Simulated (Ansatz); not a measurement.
## What MgSiS3 (model cell, started as cubic perovskite with Si in the octahedra) distorts into

Aim: this structure of MgSiS3 (model cell, started as cubic perovskite with Si in the octahedra) is to be tested for unstable modes, and one is followed downhill.

Program: Ansatz 0.2.0. Level of theory: DFT LDA, scalar-relativistic, plane waves, PAW; PAW set soft_1. Results are calculated unless marked as measured.

The structure was built from a prototype and need not be the compound's stable phase.

### 1. Starting point

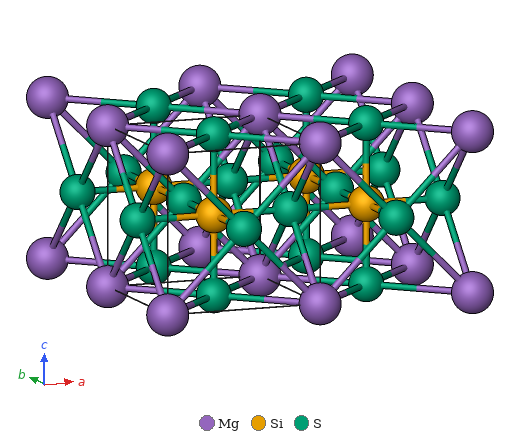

The cell as given, slightly off an axis (magnesium purple, silicon orange, sulfur teal). 2×2×1 cells are drawn. Some periodic images of atoms are drawn too.

### 2. The dispersion

The cell comes from relaxations at this level that are not shown. Stability and thermal properties need the whole zone. Linear response on a 4×4×4 q mesh gives force constants as far as a supercell of that size would.

input.yaml reads:

```yaml
crystal:
  lattice:
    - [4.4685187904, 0.0, 0.0]
    - [0.0, 4.4685187904, 0.0]
    - [0.0, 0.0, 4.4685187904]
  atoms:
    - { symbol: Mg, position: [0.0, 0.0, 0.0] }
    - { symbol: Si, position: [0.5, 0.5, 0.5] }
    - { symbol: S, position: [0.5, 0.5, 0.0] }
    - { symbol: S, position: [0.5, 0.0, 0.5] }
    - { symbol: S, position: [0.0, 0.5, 0.5] }
kpoints:
  mp_grid: { grid: [8, 8, 8] }
hamiltonian:
  xc: lda
  pseudopotentials: { kind: paw, azcp: { folder: soft_1 }, xc_functional: pbe }
scf:
  occupations: { method: methfessel_paxton, width: 0.2 }
output:
  eigenvalues: true
phonons:
  method: dfpt
  qmesh: [4, 4, 4]
  temperatures: { t_max: 1000, t_step: 50 }
  qpath:
    path:
      - [[0.0, 0.0, 0.0], [0.0, 0.5, 0.0], [0.5, 0.5, 0.0], [0.0, 0.0, 0.0], [0.5, 0.5, 0.5], [0.0, 0.5, 0.0]]
      - [[0.5, 0.5, 0.5], [0.5, 0.5, 0.0]]
    npoints: 10
```

Launch:

```console
ansatz run input.yaml --threads 4 --pin off --max-ram 16384MiB --backend cpu --events-out ev --progress --plain --runs-dir out
```

Numbers of over 12 decimals in the logs are rounded to 6 here.

Output:

```text
Engine: ansatz 0.2.0, aarch64-unknown-linux-gnu
Pseudopotentials: kind: paw
Pseudopotential: Mg, paw, valence charge 10, recommended cutoff 420 eV (normal), soft_1/Mg.paw.azcp
Pseudopotential: Si, paw, valence charge 4, recommended cutoff 420 eV (normal), soft_1/Si.paw.azcp
Pseudopotential: S, paw, valence charge 6, recommended cutoff 420 eV (normal), soft_1/S.paw.azcp
Functional definition: SPW92
  exchange = slater_x
  correlation = pw_c
Crystal: 5 atoms, lattice volume = 89.226 Å³
Basis set: ecut = 420 eV, 1743 PW (Γ), exchange–correlation on 60×60×60 points (8 copies of the dense FFT grid, shifted against one another)
Bands: 21, of which v1, the nominal top of the filled ones, is band 16 counted from 1 (15 counted from 0)
Symmetry: 48 space group operations
k-points: 35 of 512
Non-local potential: Mg, projectors of the file, l = 0: 3, l = 1: 2, l = 2: 1
Non-local potential: Si, projectors of the file, l = 0: 2, l = 1: 2, l = 2: 1
Non-local potential: S, projectors of the file, l = 0: 2, l = 1: 2, l = 2: 1
PAW form: soft (Blöchl's): semilocal exchange-correlation on the pseudo side does not see the compensation charge
PAW frozen core: Mg, regenerated for the run's functional, and the local potential with it (the file was generated under x = pbe(κ = 0.804, μ = 0.219515), c = pbe(β = 0.066725))
PAW frozen core: Si, regenerated for the run's functional, and the local potential with it (the file was generated under x = pbe(κ = 0.804, μ = 0.219515), c = pbe(β = 0.066725))
PAW frozen core: S, regenerated for the run's functional, and the local potential with it (the file was generated under x = pbe(κ = 0.804, μ = 0.219515), c = pbe(β = 0.066725))
PAW one-centre angular grid: Mg, 110 points (default); XC on 64 Gauss nodes
PAW one-centre angular grid: Si, 110 points (default); XC on 64 Gauss nodes
PAW one-centre angular grid: S, 110 points (default); XC on 64 Gauss nodes
Initial density: superposition of atomic densities (chi_scale 0.1, normalization cell, long waves kept (reshape's long-wave potential 0.01 eV rms))
Initial wavefunctions: pseudopotential atomic-orbital guess
Functional: x = slater, c = lda
SCF iter   1: F=—  HF=-5120.434216 eV  |F-HF|=—  |Δ(HF+E_count)|=         —  Δρ=3.31e-2  dr2=7.39e-1  ethr=3.10e-3  ⟨swp⟩=6.6  Hψ=4283  notcnv=0
preconditioner: auto → Kerker (q_TF=auto, 2.300 Å⁻¹)  [metal: Δε(μ)=0.020 eV  Ē_g=9.517 eV  σ=0.200 eV  W_gap=0.08  n_scr=18 (ndim 8)  ℏωp=19.3 eV  f_vac=0.000  D(μ)=2.31/eV (n_scr^D=18)]
SCF iter   2: F=—  HF=-5120.286555 eV  |F-HF|=—  |Δ(HF+E_count)|=   1.48e-1  S|Δr|=    0.00e0  Δρ=1.77e-2  dr2=2.00e-1  ethr=2.31e-3  ⟨swp⟩=1.9  Hψ=1090  notcnv=0  defer=8
SCF iter   3: F=—  HF=-5120.260018 eV  |F-HF|=—  |Δ(HF+E_count)|=   2.65e-2  S|Δr|=    0.00e0  Δρ=2.89e-3  dr2=7.79e-3  ethr=6.26e-4  ⟨swp⟩=2.9  Hψ=1345  notcnv=0  defer=8
SCF iter   4: F=—  HF=-5120.260130 eV  |F-HF|=—  |Δ(HF+E_count)|=   1.12e-4  S|Δr|=    0.00e0  Δρ=6.92e-4  dr2=9.80e-4  ethr=2.43e-5  ⟨swp⟩=2.3  Hψ=979  notcnv=0  defer=8
SCF iter   5: F=—  HF=-5120.259907 eV  |F-HF|=—  |Δ(HF+E_count)|=   2.22e-4  S|Δr|=    0.00e0  Δρ=2.23e-4  dr2=4.34e-5  ethr=3.06e-6  ⟨swp⟩=2.6  Hψ=1225  notcnv=0  defer=8
SCF iter   6: F=—  HF=-5120.259885 eV  |F-HF|=—  |Δ(HF+E_count)|=   2.25e-5  S|Δr|=    0.00e0  Δρ=6.67e-5  dr2=4.47e-6  ethr=1.36e-7  ⟨swp⟩=2.1  Hψ=1219  notcnv=0  defer=8
SCF iter   7: F=—  HF=-5120.259880 eV  |F-HF|=—  |Δ(HF+E_count)|=   4.44e-6  S|Δr|=    0.00e0  Δρ=1.36e-5  dr2=2.43e-7  ethr=1.40e-8  ⟨swp⟩=2.4  Hψ=1230  notcnv=0  defer=8
SCF iter   8: F=—  HF=-5120.259879 eV  |F-HF|=—  |Δ(HF+E_count)|=   8.68e-7  S|Δr|=    0.00e0  Δρ=1.92e-6  dr2=4.03e-9  ethr=7.59e-10  ⟨swp⟩=2.4  Hψ=1287  notcnv=0  defer=11
SCF iter   9: F=—  HF=-5120.259879 eV  |F-HF|=—  |Δ(HF+E_count)|=  1.87e-10  S|Δr|=    0.00e0  Δρ=4.12e-7  dr2=1.99e-10  ethr=1.26e-11  ⟨swp⟩=2.7  Hψ=1215  notcnv=0  defer=11
SCF iter  10: F=-5120.259879 eV  HF=-5120.259879 eV  |F-HF|=0.00e0  |Δ(HF+E_count)|=  1.82e-12  S|Δr|=    0.00e0  Δρ=9.18e-8  dr2=8.74e-12  ethr=1.00e-12  ⟨swp⟩=8.7  Hψ=4236  notcnv=0
SCF 1 converged in 10 iterations: F = -5120.259879 eV  dr2 = 8.74e-12
  greatest PAW one-centre occupation: 1.000 electrons in one spin orbital (limit 2), on the Mg atom at site 0 (counted from 0), in its partial waves of l = 0
Initial density: read from a saved state, or passed on in memory by an earlier SCF of this step, an earlier step, the calling program or the single point that the run made first
iter 1 solved again at ethr=9.37e-7 eV; its pass at ethr=3.10e-3 eV (dr2=3.00e-4 eV) is discarded
SCF iter   1: F=—  HF=-5120.259877 eV  |F-HF|=—  |Δ(HF+E_count)|=         —  Δρ=3.27e-6  dr2=1.16e-8  ethr=9.37e-7  ⟨swp⟩=3.5  Hψ=6173  notcnv=0
eigensolver tolerance schedule: the retry pair's looser diagonalisation over-reported the residual by 25916.32 of it (diagonalisation noise at an unbounded share of the residual, at the tolerance the schedule requests for it); recorded, not acted on — ethr = c·dr2/N_el stays at c = 1.0e-1
preconditioner: auto → Resta (q_TF=auto, 2.300 Å⁻¹)  ε∞=5.2  [insulator: Δε(μ)=0.138 eV  Ē_g=9.415 eV  σ=0.200 eV  W_gap=0.53  n_scr=18 (ndim 8)  ℏωp=19.3 eV  f_vac=0.000  D(μ)=1.71/eV (n_scr^D=6)  ε∞_Penn≈5.2]
SCF iter   2: F=—  HF=-5120.259879 eV  |F-HF|=—  |Δ(HF+E_count)|=   2.49e-6  S|Δr|=    0.00e0  Δρ=2.16e-6  dr2=5.27e-9  ethr=3.62e-11  ⟨swp⟩=4.7  Hψ=2199  notcnv=0
SCF iter   3: F=—  HF=-5120.259879 eV  |F-HF|=—  |Δ(HF+E_count)|=   1.21e-9  S|Δr|=    0.00e0  Δρ=1.26e-6  dr2=1.73e-9  ethr=1.65e-11  ⟨swp⟩=1.1  Hψ=764  notcnv=0
SCF iter   4: F=—  HF=-5120.259879 eV  |F-HF|=—  |Δ(HF+E_count)|=  4.50e-10  S|Δr|=    0.00e0  Δρ=6.42e-7  dr2=4.34e-10  ethr=5.42e-12  ⟨swp⟩=1.5  Hψ=909  notcnv=0
SCF iter   5: F=—  HF=-5120.259879 eV  |F-HF|=—  |Δ(HF+E_count)|=  1.09e-10  S|Δr|=    0.00e0  Δρ=3.19e-7  dr2=1.05e-10  ethr=1.36e-12  ⟨swp⟩=1.7  Hψ=897  notcnv=0
SCF iter   6: F=—  HF=-5120.259879 eV  |F-HF|=—  |Δ(HF+E_count)|=  2.91e-11  S|Δr|=    0.00e0  Δρ=1.44e-7  dr2=2.35e-11  ethr=1.00e-12  ⟨swp⟩=1.0  Hψ=735  notcnv=0
SCF iter   7: F=—  HF=-5120.259879 eV  |F-HF|=—  |Δ(HF+E_count)|=    0.00e0  S|Δr|=    0.00e0  Δρ=1.45e-7  dr2=2.23e-11  ethr=1.00e-12  ⟨swp⟩=3.2  Hψ=1796  notcnv=0
SCF iter   8: F=-5120.259879 eV  HF=-5120.259879 eV  |F-HF|=7.28e-12  |Δ(HF+E_count)|=  5.46e-12  S|Δr|=    0.00e0  Δρ=9.60e-8  dr2=9.86e-12  ethr=1.00e-12  ⟨swp⟩=1.0  Hψ=1612  notcnv=0
SCF 2 converged in 8 iterations: F = -5120.259879 eV  dr2 = 9.86e-12
phonons: the bands overlap, so this run is a metal and interpolates without the dipole-dipole term. If the crystal is really an insulator or semiconductor, its LO-TO splitting is missing
NSCF: frozen V_eff on 35 k-points
NSCF: frozen V_eff on 125 k-points
DFPT response loops at q = (0, 0, 0) (fractional): preconditioner auto → Kerker (q_TF=auto, 2.300 Å⁻¹) (partly filled bands, converged f_vac=0.000); β = 1.00, the filter's whole step (`scf.mixing.beta` (0.50) is not read by the response loops under this deck's `scf.mixing.preconditioner`; to damp them name `kerker` or `kerker_dos`, under which they read `scf.mixing.beta`, and type it under 1.00, their step now; both keys bind the ground state too); Broyden in place of MSR1
NSCF: frozen V_eff on 400 k-points
DFPT response loops at q = (0, 0, 0.25) (fractional): mixed as the last ones told, above
NSCF: frozen V_eff on 250 k-points
DFPT response loops at q = (0, 0, -0.5) (fractional): mixed as the last ones told, above
NSCF: frozen V_eff on 640 k-points
DFPT response loops at q = (0, 0.25, 0.25) (fractional): mixed as the last ones told, above
NSCF: frozen V_eff on 400 k-points
DFPT response loops at q = (0, 0.25, -0.5) (fractional): mixed as the last ones told, above
NSCF: frozen V_eff on 250 k-points
DFPT response loops at q = (0, -0.5, -0.5) (fractional): mixed as the last ones told, above
NSCF: frozen V_eff on 1024 k-points
DFPT response loops at q = (0.25, 0.25, 0.25) (fractional): mixed as the last ones told, above
NSCF: frozen V_eff on 640 k-points
DFPT response loops at q = (0.25, 0.25, -0.5) (fractional): mixed as the last ones told, above
NSCF: frozen V_eff on 400 k-points
DFPT response loops at q = (0.25, -0.5, -0.5) (fractional): mixed as the last ones told, above
NSCF: frozen V_eff on 250 k-points
DFPT response loops at q = (-0.5, -0.5, -0.5) (fractional): mixed as the last ones told, above
SCF converged after 10 iterations
Stability not checked: this state was not tested for a lower state beside it, because cold or Methfessel-Paxton smearing, or corrected tetrahedra, fill the levels in a way that the test cannot read (fill_not_monotonic; see scf.lower_state_search)
Free energy (F): -5120.259879 eV
Harris-Foulkes:  -5120.259879 eV  (|F-HF|=0.00e0)
Internal energy: -5120.262792 eV  (E = F + TS)
E sigma→0 (E₀):  -5120.260607 eV
Entropy (-TS):   0.002912 eV (0.582 meV/atom)
Fermi energy:    7.276201 eV
--- Per-component energies (eV) ---
  E_band       = -327.546742
  E_kinetic    = 437.156317
  E_local      = -2018.316509  (includes V_loc(G=0)·N_el)
  E_nonlocal   = 325.344380
  E_hartree    = 671.864803
  E_xc         = -349.665909
  E_vxc        = -334.636893  (∫ρ·V_xc dr)
  E_paw        = -2497.066767  (= ΣΔE_a)
  E_vpaw       = -80.823545  (= ΣTr[D̂ρ^β])
  E_aug_tail   = -0.000111  (compensation charges beyond the density's cutoff)
  E_ewald      = -1690.273399
  E_core_change = 0.694403  (= ΣΔE_core)
  E_smearing   = 0.002912  (= −TS)
  E_closure    = 0.000000  (closes the sum)
  Σ components = -5120.259879   (vs F -5120.259879, Δ=0.00e0)
--- Band table (eV; the first three rows and the last of 35) ---
  k-point 0: bands = [... 12 lower, 6.0030, 6.0030, 6.1034, 6.1034, 6.1034, 8.4819, 11.3011, 11.3011, ... 1 higher]
  k-point 1: bands = [... 12 lower, 5.7496, 5.7496, 5.8485, 6.0814, 6.0814, 9.0371, 11.3721, 11.7657, ... 1 higher]
  k-point 2: bands = [... 12 lower, 5.1452, 5.4216, 5.5164, 6.1221, 6.1221, 10.0278, 11.5644, 11.8511, ... 1 higher]
  k-point 34: bands = [... 12 lower, 5.2964, 6.6452, 7.8567, 7.8567, 7.8567, 9.8438, 9.8438, 9.8438, ... 1 higher]
--- Phonons (Γ-DFPT): 4 representative perturbations + reference (Σ response iterations 12) ---
  ASR residual: 4.317e-5 → 0.000e0 eV/Å²; symmetrization residual: 7.060e-6 eV/Å²
  ASR residual per site (eV/Å²): 4.32e-5 1.12e-5 1.25e-5 1.25e-5 1.25e-5
  Γ frequencies (cm⁻¹): -229.69 -229.69 -229.69 -179.10 -179.10 -179.10 -19.60 -19.60 -19.60 0.00 0.00 0.00 409.31 409.31 409.31
--- Phonons (arbitrary-q DFPT): 10 irreducible q on the 4×4×4 mesh ---
  q = [0.0000, 0.0000, 0.0000] (star 1, of the zone-centre solve; hermiticity 1.02e-6, symmetrization 4.99e-13): -229.69 -229.69 -229.69 -179.10 -179.10 -179.10 -19.60 -19.60 -19.60 0.00 0.00 0.00 409.31 409.31 409.31
  q = [0.0000, 0.0000, 0.2500] (star 6, 9 solved perturbations in 1560 linear systems a pass and spin channel, the states on 200 of 512 k-point pairs; hermiticity 8.04e-7, symmetrization 3.07e-13): -239.07 -176.43 -176.43 -167.86 -161.91 -161.91 -18.29 -14.13 -14.13 68.96 68.96 202.44 393.15 406.12 406.12
  q = [0.0000, 0.0000, -0.5000] (star 3, 9 solved perturbations in 975 linear systems a pass and spin channel, the states on 125 of 512 k-point pairs; hermiticity 8.20e-7, symmetrization 3.35e-13): -264.10 -171.69 -171.69 -151.34 -127.05 -127.05 -51.31 -28.87 -28.87 91.45 91.45 324.76 365.33 405.67 405.67
  q = [0.0000, 0.2500, 0.2500] (star 12, 9 solved perturbations in 2460 linear systems a pass and spin channel, the states on 320 of 512 k-point pairs; hermiticity 7.50e-7, symmetrization 4.97e-14): -211.53 -190.41 -168.36 -161.57 -134.25 -129.45 -46.30 -39.65 28.39 98.10 214.97 222.51 372.54 402.48 409.64
  q = [0.0000, 0.2500, -0.5000] (star 12, 15 solved perturbations on 200 of 512 k-point pairs; hermiticity 6.49e-7, symmetrization 2.71e-14): -235.78 -202.96 -163.25 -156.38 -119.12 -81.78 -67.44 -54.10 64.60 117.00 233.21 339.56 346.65 401.58 404.80
  q = [0.0000, -0.5000, -0.5000] (star 3, 9 solved perturbations in 975 linear systems a pass and spin channel, the states on 125 of 512 k-point pairs; hermiticity 7.14e-7, symmetrization 1.75e-13): -231.26 -201.52 -201.52 -114.60 -114.60 -109.71 -26.89 -26.89 113.40 135.21 325.12 348.67 348.67 395.82 397.89
  q = [0.2500, 0.2500, 0.2500] (star 8, 4 solved perturbations in 1376 linear systems a pass and spin channel, the states on 512 of 512 k-point pairs; hermiticity 6.28e-7, symmetrization 9.09e-14): -204.05 -196.05 -196.05 -154.89 -154.89 -101.72 -51.16 76.64 76.64 227.06 227.06 242.10 367.95 367.95 422.64
  q = [0.2500, 0.2500, -0.5000] (star 12, 9 solved perturbations in 2460 linear systems a pass and spin channel, the states on 320 of 512 k-point pairs; hermiticity 6.65e-7, symmetrization 4.96e-14): -227.23 -221.93 -188.65 -162.42 -148.83 -117.64 84.65 86.51 108.57 239.05 250.07 339.21 351.42 368.61 427.60
  q = [0.2500, -0.5000, -0.5000] (star 6, 9 solved perturbations in 1560 linear systems a pass and spin channel, the states on 200 of 512 k-point pairs; hermiticity 5.43e-7, symmetrization 8.91e-14): -233.89 -221.14 -221.14 -154.21 -154.21 -140.26 118.72 118.72 132.97 256.80 321.67 349.58 360.07 360.07 427.40
  q = [-0.5000, -0.5000, -0.5000] (star 1, 4 solved perturbations in 350 linear systems a pass and spin channel, the states on 125 of 512 k-point pairs; hermiticity 2.81e-8, symmetrization 4.28e-13): -237.57 -237.57 -237.57 -159.51 -159.51 -159.51 147.96 147.96 147.96 322.88 322.88 369.52 369.52 369.52 426.64
  sum rule: each row above includes the acoustic sum rule's correction from the zone centre's row sums; it moved no ω² by more than (0.70 cm⁻¹)²
  mesh force constants: q→R imaginary residual 4.51e-19; ASR residual 4.317e-5 → 0.000e0 eV/Å²; symmetrization residual 2.665e-14 eV/Å²
  interpolated dispersion: 62 rows × 15 modes
  density of states and harmonic sums: on the 16×16×16 q-mesh, interpolated from the force constants of a 4×4×4 supercell (no non-analytic term)
  largest difference from the sums on the solved wave vectors: F 6.78e-2 eV, S 8.79e-5 and C_V 2.02e-5 eV/K
  zero-point energy: 0.122477 eV/cell   skipped modes (ω ≤ 0): 1211, of them read as no rigid motion or as one in doubt: 1208 (7.250e0 modes/cell left out, lowest -264.10 cm⁻¹)   left out of the sums: 4.83e-1 of the cell's modes: C_V's classical limit lies that fraction below 3 k_B per atom; for a crystal, a wire or a layer, F and S can be off by more, and a phonons.interpolated_qmesh denser along its periods is the remedy for the sampling
```

Wall time 9.3 min (4 threads of Arm Neoverse V1, shared host); peak memory 2.1 GiB; 37 min of CPU time.

Numbers from this step:

```
volume per atom                                         : 17.85 Å³
gap on the k-mesh                                       : 0 eV
sum-rule residual before enforcement                    : 4.32e-5 eV/Å²
lowest frequency on the path                            : -264.1 cm⁻¹
point group                                             : m-3m
highest frequency on the path or at a solved wavevector : 431.7 cm⁻¹
highest optical mode at the zone centre (no LO-TO term) : 409.3 cm⁻¹
lowest optical zone-centre mode                         : -229.7 cm⁻¹
lowest mode on the q mesh (acoustic modes at Γ apart)   : -264.1 cm⁻¹
```

Frequencies (cm⁻¹) solved at each irreducible wavevector; negative means imaginary. Frequencies by wavevector, by row:

| q in reciprocal lattice units | star | mode 1 | mode 2 | mode 3 | mode 4 | mode 13 | mode 14 | mode 15 |
| --- | --- | --- | --- | --- | --- | --- | --- | --- |
| 0 0 0 | 1 | -229.7 | -229.7 | -229.7 | -179.1 | 409.3 | 409.3 | 409.3 |
| 0 0 0.25 | 6 | -239.1 | -176.4 | -176.4 | -167.9 | 393.1 | 406.1 | 406.1 |
| 0 0 -0.5 | 3 | -264.1 | -171.7 | -171.7 | -151.3 | 365.3 | 405.7 | 405.7 |
| 0 0.25 0.25 | 12 | -211.5 | -190.4 | -168.4 | -161.6 | 372.5 | 402.5 | 409.6 |
| 0 0.25 -0.5 | 12 | -235.8 | -203 | -163.2 | -156.4 | 346.6 | 401.6 | 404.8 |
| 0 -0.5 -0.5 | 3 | -231.3 | -201.5 | -201.5 | -114.6 | 348.7 | 395.8 | 397.9 |
| 0.25 0.25 0.25 | 8 | -204.1 | -196.1 | -196.1 | -154.9 | 367.9 | 367.9 | 422.6 |
| 0.25 0.25 -0.5 | 12 | -227.2 | -221.9 | -188.7 | -162.4 | 351.4 | 368.6 | 427.6 |
| 0.25 -0.5 -0.5 | 6 | -233.9 | -221.1 | -221.1 | -154.2 | 360.1 | 360.1 | 427.4 |
| -0.5 -0.5 -0.5 | 1 | -237.6 | -237.6 | -237.6 | -159.5 | 369.5 | 369.5 | 426.6 |

Interpolated from a 4×4×4 q mesh. Phonon branches along the path, in cm⁻¹:

| point | branch 1 | branch 2 | branch 3 | branch 4 | branch 12 | branch 13 | branch 14 | branch 15 |
| --- | --- | --- | --- | --- | --- | --- | --- | --- |
| Γ | -230 | -230 | -230 | -179 | 0 | 409 | 409 | 409 |
| X | -264 | -172 | -172 | -151 | 325 | 365 | 406 | 406 |
| M | -231 | -202 | -202 | -115 | 349 | 349 | 396 | 398 |
| Γ | -230 | -230 | -230 | -179 | 0 | 409 | 409 | 409 |
| R | -238 | -238 | -238 | -160 | 370 | 370 | 370 | 427 |
| X | -264 | -172 | -172 | -151 | 325 | 365 | 406 | 406 |
| jump to R | -238 | -238 | -238 | -160 | 370 | 370 | 370 | 427 |
| M | -231 | -202 | -202 | -115 | 349 | 349 | 396 | 398 |

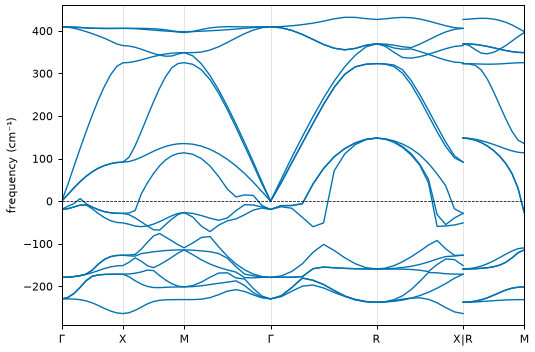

Phonon branches along the path.

Symmetry leaves 10 wavevectors to solve. The lowest mode among them, the acoustic zeros apart, lies at q = (0, 0, -0.5) and is imaginary, 264.1i cm⁻¹, so the energy falls along it.

[end of part 1 of 3]

[Logs are printed without paths, hosts, clocks, repeated set-up lines and the standing remarks that a program may print on its own settings, such as how far it seeks lower states.]

[Hosts, paths, dates, database ids (printed as entryN), source tags and the programs' standing remarks are cut or masked in the printed files.]
